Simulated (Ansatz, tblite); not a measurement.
# The cluster As2S2: charged states by level of theory

Aim: the energy of removing and adding an electron for the cluster As2S2, by energy differences, and how well orbital energies stand in for it.

The runs use Ansatz 0.2.0, Gaussian basis; as each input shows.

Levels to be run: charge +1 doublet, at the geometry of the singlet (PBE0-D4/def2-TZVP, PBE-D4/def2-TZVP, r2SCAN-D4/def2-TZVP); charge -1 doublet, at the geometry of the singlet (PBE0-D4/def2-TZVPD, PBE-D4/def2-TZVPD, r2SCAN-D4/def2-TZVPD); the starting singlet's energies come from earlier runs.

2 further runs of the same task are left out: 2 set aside as unsound or not needed. Runs told in other sessions of the task aren't counted.

### Step 1. The structure

The geometry is that of the singlet, from an earlier relaxation (r2SCAN-D4/def2-SVP). At that level it is the lowest of the isomers that a small search found.

4 atoms, charge 0, spin multiplicity 1.

Atoms are counted from 1 here; the program's logs count them from 0.

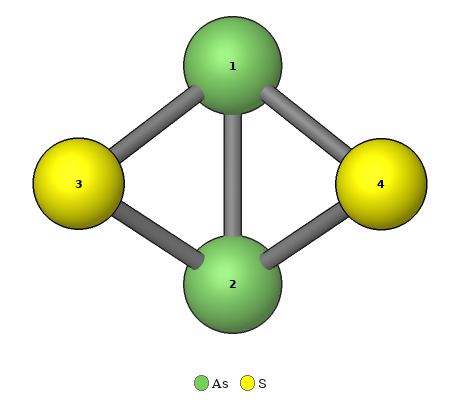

The geometry (arsenic green, sulfur yellow); atoms are numbered from 1 in the order of the file.

As a file:

```xyz
4

As   -0.0149    0.0208    1.3045
As   -1.0182    0.1414   -0.8036
S     0.2770   -1.6760   -0.2280
S     0.7560    1.5139   -0.2729
```

### Step 2. Charge +1 doublet at the fixed geometry, PBE0-D4/def2-TZVP

Contents of in.yaml:

```yaml
crystal:
  periodic: [false, false, false]
  atoms:
    - {symbol: As, position_ang: [-0.014889, 0.020764, 1.304547]}
    - {symbol: As, position_ang: [-1.018162, 0.141408, -0.803640]}
    - {symbol: S, position_ang: [0.277004, -1.676036, -0.228014]}
    - {symbol: S, position_ang: [0.756047, 1.513865, -0.272883]}
basis:
  gaussian: {orbitals: def2-TZVP}
total_charge: 1
magnetization: {spin_polarized: true, initial_magnetization: 1}
hamiltonian: {xc: pbe0, dispersion: d4}
scf: {omitted_lower_state_checks: [starts]}
output: {orbitals: {seedname: orbitals}}
```

Command:

```bash
> ansatz run in.yaml --threads 4 --pin off --events-out ev --progress --plain --max-ram 4787MiB
```

The log of the run:

```text
Functional definition: PBE0
  name "PBE0"
  cite "Adamo & Barone, J. Chem. Phys. 110, 6158 (1999) doi:10.1063/1.478522"
  cite "Perdew, Burke & Ernzerhof, Phys. Rev. Lett. 77, 3865 (1996) doi:10.1103/PhysRevLett.77.3865"
  parent pbe
  parameter a = 0.25
  parameter kappa = 0.804
  parameter beta = 0.06672455060314922
  exchange = (1 - a)*pbe_x(kappa = kappa, mu = beta*pi^2/3) + a*exact_x
  correlation = pbe_c(beta = beta)
these checks for a lower state are left out or cut short: starts
1095 factors; integrals over basis functions are off by at most 4.8e-4 eV
mean field evaluation 1: about -143320.9531 eV, gradient 2.6e1 eV
mean field evaluation 2: about -143312.2155 eV, gradient 4.7e1 eV
mean field evaluation 4: about -143324.8039 eV, gradient 2.5e0 eV
mean field evaluation 8: about -143325.0060 eV, gradient 3.2e-1 eV
mean field evaluation 16: about -143325.0077 eV, gradient 1.3e-3 eV
mean field evaluation 32: about -143325.0077 eV, gradient 8.5e-5 eV
mean field -143325.00774183 eV, -5267.0968853326 hartree, gradient 2.7e-6 eV, S^2 0.764970; 0 other end points of the search recorded, 0 dependent functions left out
reference -143325.00776507 eV, -5267.0968861868 hartree; 49, 48 occupied and 121, 122 virtual orbitals, 1095 factors
Total energy: -143325.20024880 eV, -5267.1039598335 hartree
Checks for a lower state left out: starts
```

Wall time 19 s (4 threads of Arm Neoverse N1, shared host); peak memory 0.8 GiB.

Report: HOMO -12.40 eV, LUMO -10.65 eV (over both spins); ⟨S²⟩ 0.765 (pure: 0.75).

### Step 3. Charge +1 doublet at the fixed geometry, PBE-D4/def2-TZVP

start.molden holds the orbitals of an earlier run on this state, given as this run's starting guess.

in.yaml: that of step 2 with these lines changed.

```diff
@@ -8,6 +8,6 @@
 basis:
-  gaussian: {orbitals: def2-TZVP}
+  gaussian: {orbitals: def2-TZVP, initial_orbitals: start.molden}
 total_charge: 1
 magnetization: {spin_polarized: true, initial_magnetization: 1}
-hamiltonian: {xc: pbe0, dispersion: d4}
+hamiltonian: {xc: pbe, dispersion: d4}
 scf: {omitted_lower_state_checks: [starts]}
```

The command is unchanged.

The log of the run:

```text
Functional definition: PBE
  name "PBE"
  cite "Perdew, Burke & Ernzerhof, Phys. Rev. Lett. 77, 3865 (1996) doi:10.1103/PhysRevLett.77.3865"
  parent pbe
  parameter kappa = 0.804
  parameter beta = 0.06672455060314922
  exchange = pbe_x(kappa = kappa, mu = beta*pi^2/3)
  correlation = pbe_c(beta = beta)
these checks for a lower state are left out or cut short: starts
1268 factors; their error is unknown
mean field evaluation 1: about -143320.2812 eV, gradient 1.1e1 eV
mean field evaluation 2: about -143320.4274 eV, gradient 2.2e-1 eV
mean field evaluation 4: about -143320.4099 eV, gradient 9.4e-2 eV
mean field evaluation 8: about -143320.4099 eV, gradient 1.6e-5 eV
mean field -143320.40990259 eV, -5266.9279178573 hartree, gradient 1.6e-5 eV, S^2 0.754832; 0 other end points of the search recorded, 0 dependent functions left out
reference -143320.40993362 eV, -5266.9279189977 hartree; 49, 48 occupied and 121, 122 virtual orbitals, 1268 factors
Total energy: -143320.63889456 eV, -5266.9363331570 hartree
Checks for a lower state left out: starts
```

Run time: 5 s. Hardware: 4 threads of Arm Neoverse N1, shared host.

Report: HOMO -11.41 eV, LUMO -11.31 eV (over both spins); ⟨S²⟩ 0.755 (pure: 0.75).

### Step 4. Charge +1 doublet at the fixed geometry, r2SCAN-D4/def2-TZVP

in.yaml: that of step 3 with these lines changed.

```diff
@@ -11,3 +11,3 @@
 magnetization: {spin_polarized: true, initial_magnetization: 1}
-hamiltonian: {xc: pbe, dispersion: d4}
+hamiltonian: {xc: r2scan, dispersion: d4}
 scf: {omitted_lower_state_checks: [starts]}
```

Same command.

The log of the run:

```text
Functional definition: r2SCAN
  name "r2SCAN"
  cite "Furness, Kaplan, Ning, Perdew & Sun, J. Phys. Chem. Lett. 11, 8208 (2020) doi:10.1021/acs.jpclett.0c02405"
  cite "Furness, Kaplan, Ning, Perdew & Sun, J. Phys. Chem. Lett. 11, 9248 (2020) doi:10.1021/acs.jpclett.0c03077"
  parent r2scan
  parameter k0 = 0.174
  parameter k1 = 0.065
  parameter a1 = 4.9479
  exchange = r2scan_x(k0 = k0, k1 = k1, a1 = a1)
  correlation = r2scan_c
these checks for a lower state are left out or cut short: starts
1268 factors; their error is unknown
mean field evaluation 1: about -143345.3879 eV, gradient 7.9e0 eV
mean field evaluation 2: about -143345.4557 eV, gradient 1.2e-1 eV
mean field evaluation 4: about -143345.4381 eV, gradient 7.9e-4 eV
mean field evaluation 8: about -143345.4381 eV, gradient 3.6e-5 eV
mean field -143345.43811391 eV, -5267.8476876586 hartree, gradient 6.2e-6 eV, S^2 0.761868; 0 other end points of the search recorded, 0 dependent functions left out
reference -143345.43812421 eV, -5267.8476880370 hartree; 49, 48 occupied and 121, 122 virtual orbitals, 1268 factors
Total energy: -143345.48110776 eV, -5267.8492676534 hartree
Checks for a lower state left out: starts
```

Run time: 16 s. Hardware: 4 threads of Arm Neoverse N1, shared host.

HOMO -11.62 eV, LUMO -11.33 eV (over both spins); ⟨S²⟩ 0.762 (pure: 0.75).

### Step 5. Vertical ionisation energy

Charged state less starting state, singlet to doublet; the starting state's energies are those of its earlier runs.

```
              level  vertical ionisation energy (eV)  time
   PBE-D4/def2-TZVP                            +8.53   8 s
r2SCAN-D4/def2-TZVP                            +8.67  23 s
  PBE0-D4/def2-TZVP                            +8.73  25 s
```

Times add the two runs; a level without a time comes out of a correlated run.

Beside −ε(HOMO) of the starting state:

```
              level  −ε(HOMO) (eV)  by difference (eV)  mismatch (eV)
   PBE-D4/def2-TZVP           5.73                8.53          -2.80
r2SCAN-D4/def2-TZVP           6.00                8.67          -2.67
  PBE0-D4/def2-TZVP           6.80                8.73          -1.93
```

### Step 6. Charge -1 doublet at the fixed geometry, PBE0-D4/def2-TZVPD

in.yaml: that of step 4 with these lines changed.

```diff
@@ -8,6 +8,6 @@
 basis:
-  gaussian: {orbitals: def2-TZVP, initial_orbitals: start.molden}
-total_charge: 1
+  gaussian: {orbitals: def2-TZVPD}
+total_charge: -1
 magnetization: {spin_polarized: true, initial_magnetization: 1}
-hamiltonian: {xc: r2scan, dispersion: d4}
+hamiltonian: {xc: pbe0, dispersion: d4}
 scf: {omitted_lower_state_checks: [starts]}
```

The command is unchanged.

The log of the run, cut to the lines that bear on the results:

```text
Functional definition: PBE0
  name "PBE0"
  cite "Adamo & Barone, J. Chem. Phys. 110, 6158 (1999) doi:10.1063/1.478522"
  cite "Perdew, Burke & Ernzerhof, Phys. Rev. Lett. 77, 3865 (1996) doi:10.1103/PhysRevLett.77.3865"
  parent pbe
[...]
1504 factors; their error is unknown
[...]
mean field -143334.46266470 eV, -5267.4443473394 hartree, gradient 2.7e-5 eV, S^2 0.763264; 0 other end points of the search recorded, 0 dependent functions left out
reference -143334.46270156 eV, -5267.4443486940 hartree; 50, 49 occupied and 150, 151 virtual orbitals, 1504 factors
Total energy: -143334.67733993 eV, -5267.4522365087 hartree
Checks for a lower state left out: starts
```

Wall time 17 s (4 threads of Arm Neoverse N1, shared host); peak memory 1.1 GiB.

From the report: HOMO 1.04 eV, LUMO 3.11 eV (over both spins); ⟨S²⟩ 0.763 (pure: 0.75). Doubts: highest occupied level lies above zero.

### Step 7. Charge -1 doublet at the fixed geometry, PBE-D4/def2-TZVPD

in.yaml: that of step 6 with these lines changed.

```diff
@@ -8,6 +8,6 @@
 basis:
-  gaussian: {orbitals: def2-TZVPD}
+  gaussian: {orbitals: def2-TZVPD, initial_orbitals: start.molden}
 total_charge: -1
 magnetization: {spin_polarized: true, initial_magnetization: 1}
-hamiltonian: {xc: pbe0, dispersion: d4}
+hamiltonian: {xc: pbe, dispersion: d4}
 scf: {omitted_lower_state_checks: [starts]}
```

Same command.

The log of the run:

```text
Functional definition: PBE
  name "PBE"
  cite "Perdew, Burke & Ernzerhof, Phys. Rev. Lett. 77, 3865 (1996) doi:10.1103/PhysRevLett.77.3865"
  parent pbe
  parameter kappa = 0.804
  parameter beta = 0.06672455060314922
  exchange = pbe_x(kappa = kappa, mu = beta*pi^2/3)
  correlation = pbe_c(beta = beta)
these checks for a lower state are left out or cut short: starts
1400 factors; their error is unknown
mean field evaluation 1: about -143329.4809 eV, gradient 1.1e1 eV
mean field evaluation 2: about -143329.6318 eV, gradient 2.4e-1 eV
mean field evaluation 4: about -143329.6112 eV, gradient 8.5e-2 eV
mean field evaluation 8: about -143329.6112 eV, gradient 2.6e-5 eV
mean field -143329.61124836 eV, -5267.2660610772 hartree, gradient 2.9e-5 eV, S^2 0.754597; 0 other end points of the search recorded, 0 dependent functions left out
reference -143329.61129464 eV, -5267.2660627782 hartree; 50, 49 occupied and 150, 151 virtual orbitals, 1400 factors
Total energy: -143329.86654593 eV, -5267.2754430900 hartree
Checks for a lower state left out: starts
```

It took 8 s on 4 threads of Arm Neoverse N1, shared host.

HOMO 1.84 eV, LUMO 2.42 eV (over both spins); ⟨S²⟩ 0.755 (pure: 0.75). Doubts: highest occupied level lies above zero.

### Step 8. Charge -1 doublet at the fixed geometry, r2SCAN-D4/def2-TZVPD

in.yaml: that of step 7 with these lines changed.

```diff
@@ -11,3 +11,3 @@
 magnetization: {spin_polarized: true, initial_magnetization: 1}
-hamiltonian: {xc: pbe, dispersion: d4}
+hamiltonian: {xc: r2scan, dispersion: d4}
 scf: {omitted_lower_state_checks: [starts]}
```

Launched as before.

The log of the run:

```text
Functional definition: r2SCAN
  name "r2SCAN"
  cite "Furness, Kaplan, Ning, Perdew & Sun, J. Phys. Chem. Lett. 11, 8208 (2020) doi:10.1021/acs.jpclett.0c02405"
  cite "Furness, Kaplan, Ning, Perdew & Sun, J. Phys. Chem. Lett. 11, 9248 (2020) doi:10.1021/acs.jpclett.0c03077"
  parent r2scan
  parameter k0 = 0.174
  parameter k1 = 0.065
  parameter a1 = 4.9479
  exchange = r2scan_x(k0 = k0, k1 = k1, a1 = a1)
  correlation = r2scan_c
these checks for a lower state are left out or cut short: starts
1400 factors; their error is unknown
mean field evaluation 1: about -143354.8269 eV, gradient 7.9e0 eV
mean field evaluation 2: about -143354.8907 eV, gradient 1.2e-1 eV
mean field evaluation 4: about -143354.8678 eV, gradient 1.5e-3 eV
mean field -143354.86775640 eV, -5268.1942206282 hartree, gradient 2.3e-5 eV, S^2 0.761499; 0 other end points of the search recorded, 0 dependent functions left out
reference -143354.86779258 eV, -5268.1942219579 hartree; 50, 49 occupied and 150, 151 virtual orbitals, 1400 factors
Total energy: -143354.91580010 eV, -5268.1959862017 hartree
Checks for a lower state left out: starts
```

Run time: 18 s. Hardware: 4 threads of Arm Neoverse N1, shared host.

HOMO 1.69 eV, LUMO 2.65 eV (over both spins); ⟨S²⟩ 0.761 (pure: 0.75). Doubts: highest occupied level lies above zero.

### Step 9. Vertical electron affinity

Starting state less charged state (positive: the electron is bound), singlet to doublet; the starting state's energies are those of its earlier runs.

```
               level  vertical electron affinity (eV)  time
   PBE-D4/def2-TZVPD                            +0.63  12 s
r2SCAN-D4/def2-TZVPD                            +0.70  28 s
  PBE0-D4/def2-TZVPD                            +0.69  23 s
```

Times add the two runs; a level without a time comes out of a correlated run.

Beside −ε(LUMO) of the starting state:

```
               level  −ε(LUMO) (eV)  by difference (eV)  mismatch (eV)
   PBE-D4/def2-TZVPD           3.13                0.63          +2.50
r2SCAN-D4/def2-TZVPD           3.11                0.70          +2.40
  PBE0-D4/def2-TZVPD           2.41                0.69          +1.73
```

### Step 10. What came out

```
                                             quantity                                 value
 vertical ionisation energy, functionals in def2-TZVP    8.53 (PBE-D4) to 8.73 eV (PBE0-D4)
vertical electron affinity, functionals in def2-TZVPD  0.63 (PBE-D4) to 0.70 eV (r2SCAN-D4)
```

What this shows: The vertical ionisation energy spans 8.53 to 8.73 eV over the functionals. −ε(HOMO) misses the level's own difference by -1.93 eV at best (PBE0-D4) and -2.80 eV at worst (PBE-D4). The vertical electron affinity spans 0.63 to 0.70 eV over the functionals. The anion's highest level lies above zero where self-interaction lifts it, so diffuse functions weigh on these values. −ε(LUMO) misses the level's own difference by +1.73 eV at best (PBE0-D4) and +2.50 eV at worst (PBE-D4).

The anion's highest level is positive in at least one run, so there the basis alone may hold the extra electron.
